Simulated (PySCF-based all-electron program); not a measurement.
```xyz
4
charge 0, multiplicity 1
Ta    0.0000    0.0000    0.0000
H     0.0000    0.0000    1.5045
O     1.6883    0.0000   -0.4209
O    -0.7135   -1.5301   -0.4209
```

Geometry: a fixed input geometry, not necessarily a minimum.

What structure does this define?

Formula HO₂Ta. Coordination: 1 Ta trigonal pyramidal.

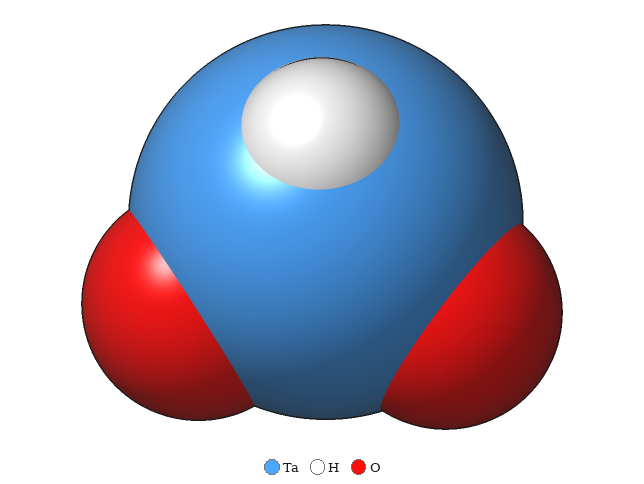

The picture comes from a calculation with PySCF-based all-electron program.
